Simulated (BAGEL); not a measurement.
# One shape, several levels: COF2 (carbonyl fluoride)

Aim: a comparison of 4 runs (B3LYP/6-31G*, B3LYP/aug-cc-pVDZ, PBE0/aug-cc-pVDZ, RI-MP2/aug-cc-pVDZ) of COF2 (carbonyl fluoride). 

Program for the calculation: BAGEL 1.2.2.

## (1) The structure to begin with

COF2: 4 atoms, total charge 0, spin state singlet. As SMILES, `O=C(F)F`. Geometry: relaxed at PBE0-D4/def2-TZVP.

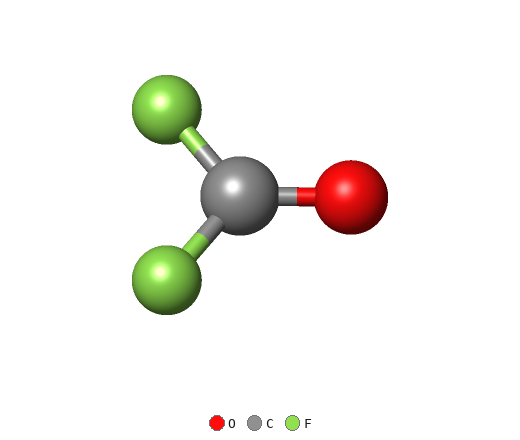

Viewed from a chosen angle; oxygen red, carbon grey, fluorine green.

## (2) A single-point energy at B3LYP/6-31G(d) (density fitting with cc-pvqz-jkfit, spherical functions) (run 1)

Contents of input.json:

```json
{ "bagel" : [

{
  "title" : "molecule",
  "basis" : "6-31gs.json",
  "df_basis" : "cc-pvqz-jkfit",
  "angstrom" : true,
  "geometry" : [
    { "atom" : "O", "xyz" : [      -1.242660,      -0.157400,       0.153910 ] },
    { "atom" : "C", "xyz" : [      -0.091830,      -0.011630,       0.011370 ] },
    { "atom" : "F", "xyz" : [       0.845490,      -0.826670,       0.424670 ] },
    { "atom" : "F", "xyz" : [       0.488990,       0.995700,      -0.589960 ] }
  ]
},

{ "title" : "ks", "xc_func" : "b3lyp" },

{ "title" : "print", "file" : "orbitals.molden", "orbitals" : true }

]}
```

The basis set 6-31G* is read from a file made from the Basis Set Exchange's data (not shown).

On the command line:

```
$ BAGEL_NUM_THREADS=1 BAGEL input.json > input.out
```

The log of the run:

```text
* using 1 threads per process

  ===============================================================
  ===============================================================

  *** Geometry ***

  { "atom" : "O", "xyz" : [     -2.348287,     -0.297443,      0.290848 ] },
  { "atom" : "C", "xyz" : [     -0.173534,     -0.021978,      0.021486 ] },
  { "atom" : "F", "xyz" : [      1.597745,     -1.562180,      0.802510 ] },
  { "atom" : "F", "xyz" : [      0.924057,      1.881600,     -1.114863 ] },

  Number of auxiliary basis functions:      424

  Since a DF basis is specified, we compute 2- and 3-index integrals:
    o Being stored without compression. Storage requirement is 0.011 GB

  Number of basis functions:       56
  Number of electrons      :       32

    * METHOD: MOLECULE                             0.13

  *** Kohn-Sham DFT ***

    * Removing 6081 points whose weight is below 1.00e-10
    * Grid points: 53543

  === Nuclear Repulsion ===
   120.1364229408

       - DIIS with orbital gradients will be used.

  === KS iteration (b3lyp / 6-31gs.json) ===
      0       -287.64254064          0.16310261           0.14
      1       -237.41080450          0.40667672           0.10
      2       -273.97921640          0.23400908           0.09
[... 15 lines of this table left out ...]
     18       -313.00324121          0.00000001           0.09
    * SCF iteration converged.

    * Permanent dipole moment:
           (   -0.457111,    -0.057904,     0.056618) a.u.

    * METHOD: KS                                   1.99

    * METHOD: PRINT                                0.01

  ===============================================================
```

It took 2.3 s on 1 thread of Arm Neoverse V2, shared host; peak memory 0.17 GiB.

## (3) The energy at B3LYP/aug-cc-pVDZ (density fitting with cc-pvqz-jkfit) (run 2)

Contents of input.json:

```json
{ "bagel": [

{
  "title": "molecule",
  "basis": "aug-cc-pvdz.json",
  "df_basis": "cc-pvqz-jkfit",
  "angstrom": true,
  "geometry": [
    { "atom": "O", "xyz": [   -1.242660,   -0.157400,    0.153910 ] },
    { "atom": "C", "xyz": [   -0.091830,   -0.011630,    0.011370 ] },
    { "atom": "F", "xyz": [    0.845490,   -0.826670,    0.424670 ] },
    { "atom": "F", "xyz": [    0.488990,    0.995700,   -0.589960 ] }
  ]
},
{ "title": "ks", "xc_func": "b3lyp" },
{ "title": "print", "file": "orbitals.molden", "orbitals": true }

]}
```

The basis set aug-cc-pVDZ is read from a file made from the Basis Set Exchange's data (not shown).

On the command line:

```
$ BAGEL_NUM_THREADS=1 BAGEL input.json > input.out
```

The log of the run:

```text
* using 1 threads per process

  ===============================================================
  ===============================================================

  *** Geometry ***

  { "atom" : "O", "xyz" : [     -2.348287,     -0.297443,      0.290848 ] },
  { "atom" : "C", "xyz" : [     -0.173534,     -0.021978,      0.021486 ] },
  { "atom" : "F", "xyz" : [      1.597745,     -1.562180,      0.802510 ] },
  { "atom" : "F", "xyz" : [      0.924057,      1.881600,     -1.114863 ] },

  Number of auxiliary basis functions:      424

  Since a DF basis is specified, we compute 2- and 3-index integrals:
    o Being stored without compression. Storage requirement is 0.029 GB

  Number of basis functions:       92
  Number of electrons      :       32

    * METHOD: MOLECULE                             0.16

  *** Kohn-Sham DFT ***

    * Removing 6081 points whose weight is below 1.00e-10
    * Grid points: 53543

  === Nuclear Repulsion ===
   120.1364229408

       - DIIS with orbital gradients will be used.

  === KS iteration (b3lyp / aug-cc-pvdz.json) ===
      0       -285.62459169          0.11203975           0.21
      1       -236.37768208          0.20017308           0.20
      2       -274.89297732          0.17006485           0.20
[... 15 lines of this table left out ...]
     18       -313.05866486          0.00000001           0.21
    * SCF iteration converged.

    * Permanent dipole moment:
           (   -0.421498,    -0.053391,     0.052205) a.u.

    * METHOD: KS                                   4.03

    * METHOD: PRINT                                0.01

  ===============================================================
```

It took 4.5 s on 1 thread of Arm Neoverse V2, shared host; peak memory 0.25 GiB.

Run 3 isn't shown in full; the table further down has it.

## (4) The energy at RI-MP2/aug-cc-pVDZ (density fitting with cc-pvqz-jkfit) (run 4)

Contents of calc.json:

```json
{ "bagel": [

{
  "title": "molecule",
  "basis": "aug-cc-pvdz.json",
  "df_basis": "cc-pvqz-jkfit",
  "angstrom": true,
  "geometry": [
    { "atom": "O", "xyz": [      -1.242660,      -0.157400,       0.153910 ] },
    { "atom": "C", "xyz": [      -0.091830,      -0.011630,       0.011370 ] },
    { "atom": "F", "xyz": [       0.845490,      -0.826670,       0.424670 ] },
    { "atom": "F", "xyz": [       0.488990,       0.995700,      -0.589960 ] }
  ]
},

{ "title": "hf" },

{ "title": "mp2", "ncore": 4 }

]}
```

The basis set aug-cc-pVDZ is read from a file made from the Basis Set Exchange's data (not shown).

On the command line:

```
$ BAGEL_NUM_THREADS=1 BAGEL calc.json > calc.out
```

The log of the run:

```text
* using 1 threads per process

  ===============================================================
  ===============================================================

  *** Geometry ***

  { "atom" : "O", "xyz" : [     -2.348287,     -0.297443,      0.290848 ] },
  { "atom" : "C", "xyz" : [     -0.173534,     -0.021978,      0.021486 ] },
  { "atom" : "F", "xyz" : [      1.597745,     -1.562180,      0.802510 ] },
  { "atom" : "F", "xyz" : [      0.924057,      1.881600,     -1.114863 ] },

[... 23 lines left out ...]
    * SCF iteration converged.
[... 1 line left out ...]
    * Permanent dipole moment:
[... 2 lines left out ...]
    * METHOD: HF                                   0.92

  *** RHF ***

  === Nuclear Repulsion ===
   120.1364229408

      * DIIS with orbital gradients will be used.

  === RHF iteration (aug-cc-pvdz.json) ===
      0       -311.65509915          0.00000000           0.05
    * SCF iteration converged.

    * Permanent dipole moment:
           (   -0.460426,    -0.058328,     0.057033) a.u.

  === DF-MP2 calculation ===

    * freezing 4 orbitals
    * 3-index integral transformation done
    * assembly done

      MP2 correlation energy:   -0.7213573533      0.05

      MP2 total energy:       -312.3764565069

    * METHOD: MP2                                  0.16

  ===============================================================
```

It took 1.4 s on 1 thread of Arm Neoverse V2, shared host; peak memory 0.095 GiB.

## (5) The series

```csv
run,level,frozen core orbitals,energy (Eh),dipole moment (D),HOMO energy (eV),LUMO energy (eV),wall time
1,"B3LYP/6-31G* (density fitting with cc-pvqz-jkfit, spherical functions)",–,-313.003241,1.18,-9.57,-0.26,2.3 s
2,B3LYP/aug-cc-pVDZ (density fitting with cc-pvqz-jkfit),–,-313.058665,1.09,-10.12,-0.89,4.5 s
3,PBE0/aug-cc-pVDZ (density fitting with cc-pvqz-jkfit),–,-312.753894,1.09,-10.40,-0.51,4.2 s
4,RI-MP2/aug-cc-pVDZ (density fitting with cc-pvqz-jkfit),4,-312.376457,–,–,–,1.4 s
```

## (6) Outcome

| quantity | value |
| --- | --- |
| run 4: total energy | -312.37646 Eh |
| run 4: correlation energy (4 core orbitals frozen) | -721.4 mEh |

**Reading.** Over runs 1, 2, 3 the dipole moment (its size) runs from 1.09 D (B3LYP/aug-cc-pVDZ) to 1.18 D (B3LYP/6-31G*). Over runs 1, 2, 3 the HOMO–LUMO gap runs from 9.23 eV (B3LYP/aug-cc-pVDZ) to 9.89 eV (PBE0/aug-cc-pVDZ). Totals of different functionals can't be ranked against each other. All runs together took 12 s, the longest 4.5 s.
